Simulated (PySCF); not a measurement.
**CF4, SMILES `FC(F)(F)F`: what the electrons do**

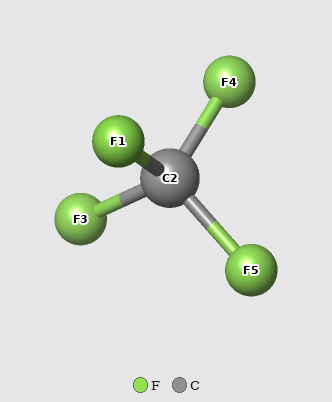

The molecule, with its atoms numbered as below. No frequency check shows the geometry to be a minimum.

Geometry (Å), atoms numbered from 1:

```
F1      -0.7587    0.7135    0.8013
C2       0.0000    0.0000   -0.0001
F3      -0.7587   -0.7135   -0.8013
F4       0.7587    0.8013   -0.7135
F5       0.7587   -0.8013    0.7135
```

Part 1: Bonding charge

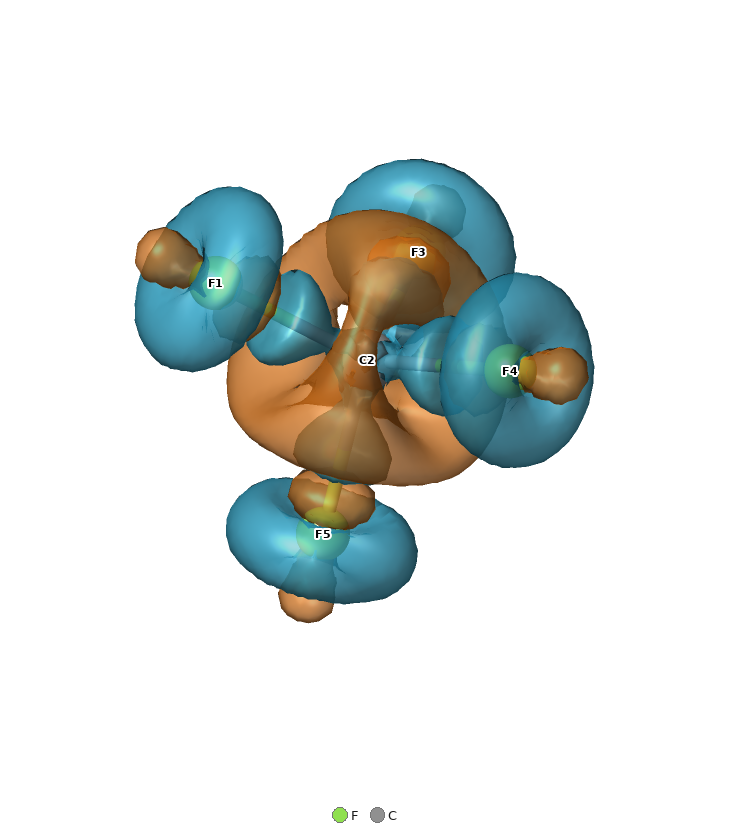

Deformation density (molecule less spherical, spin-averaged free atoms at the same positions), surfaces at ±0.1 e/Å³; light blue: gain, orange: loss.

Computed with PySCF, PBE/def2-SVPD, geometry: GFN2-xTB.

How much density has each bond gained at its critical point, relative to the free atoms?

Answer. C2–F4, C2–F3, F1–C2 and C2–F5: +0.23 e/Å³ at the bond critical point (bond length 1.31 Å). In all, 1.0 electrons gather in the regions of gain relative to the promolecule.

Where do the Hirshfeld charges lie?

Answer. The highest Hirshfeld charge is on C2 (+0.32 e), the lowest on F1, F3, F4 and F5 (−0.08 e).

```csv
atom,charge (e)
F1,−0.08
C2,+0.32
F3,−0.08
F4,−0.08
F5,−0.08
```

Part 2: Bond critical points

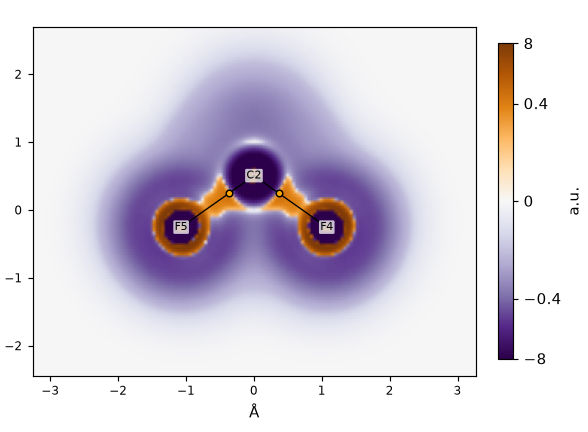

Negative Laplacian of the density (−∇²ρ) in the plane of C2, F4 and F5 (orange positive, purple negative, colour scale in a.u., logarithmic beyond ±0.04), with bond paths and bond critical points (dots).

Sort the bonds in the plane by the sign of ∇²ρ at their critical points.

Answer. Concentrated (∇²ρ < 0): C2–F4 and C2–F5 (−0.32 a.u.). At none is it depleted.

Where along C2–F4 does the critical point lie?

Answer. 0.45 Å from C2 and 0.86 Å from F4.

Part 3: Electrostatic potential

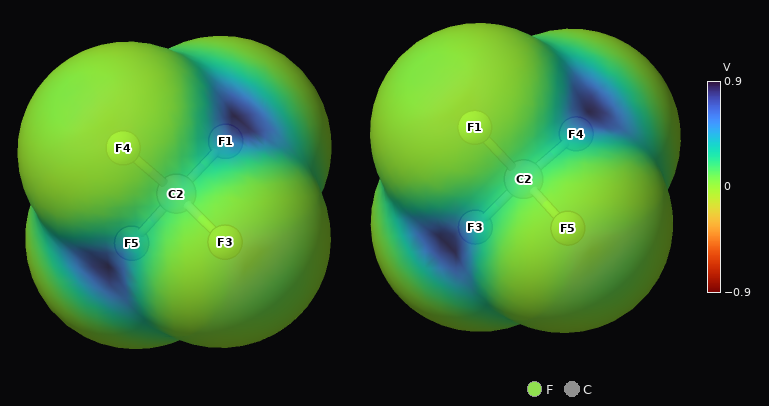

Electrostatic potential on the surface of electron density 0.001 a.u. (back view left, front view right).

Where are the extremes of the potential on the surface?

Answer. Highest: 0.83 V, off the F1–C2 bond (1.8 to 1.9 Å from its atoms), and at like points elsewhere. Further maxima include 0.05 V, 1.6 Å from F4. Lowest: −0.03 V, 1.6 Å from F1, and at like points elsewhere. The surface is sampled at points, so like sites can differ by a few per cent and only the strongest of them is named.

What volume does the surface enclose, and what is the dipole moment?

Answer. About 61 Å³; the dipole moment is 0.0 D.

Part 4: In an electric field

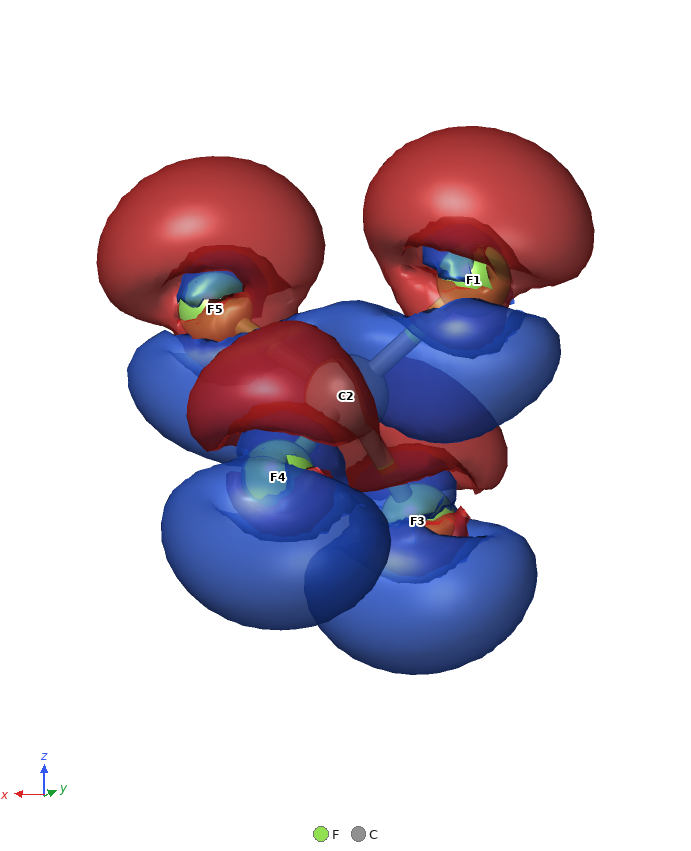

Change of the electron density in a uniform field of 0.41 V/Å, surfaces at ±0.002 e/Å³ (blue: gain, red: loss).

Method: HF/6-31+G*; geometry: GFN2-xTB; program: PySCF. The basis has diffuse s and p functions alone, which still leaves polarisabilities too small, most of all across bonds.

Along which Cartesian direction does the field point?

Answer. Along +z: electrons gather on the −z side, against the field.

How large is the response?

Answer. The induced dipole is 0.30 D (along the field); α along this axis, from the fields in both directions, is 15 bohr³ (2.2 Å³).

Which atoms gain and lose the most charge?

Answer. Electrons gather most on F3 and F4 alike (Hirshfeld charge changes by −0.009 e) and leave F1 and F5 alike most (+0.009 e); 0.043 electrons are displaced in all.

Part 5: Localised orbitals

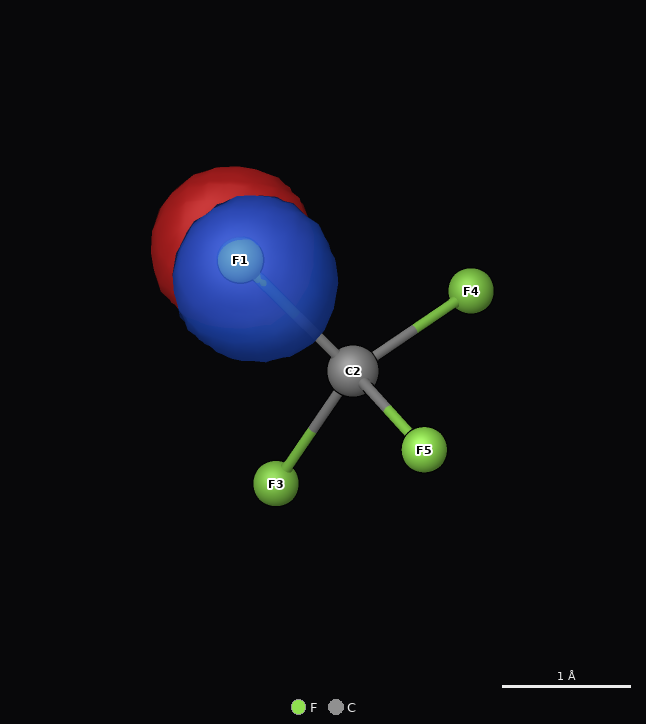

Intrinsic bond orbitals (IBO), occupied; each surface holds about 80 % of the orbital's density. Energies are diagonal elements of the Fock matrix.

Level of theory: B3LYP/def2-TZVP (PySCF), at a geometry from GFN2-xTB.

What does this orbital represent?

Answer. Lone pair on F1 (p-type) (F1 96 %; −13.7 eV).

How do all the valence pairs divide up?

Answer. 16 pairs: 12 lone pairs and 4 σ bonds.

The PySCF runs shown took 5.1 s, 0.99 s and 5.8 s on 1 thread of Intel(R) Xeon(R) 6975P-C (Granite Rapids), on a shared host.
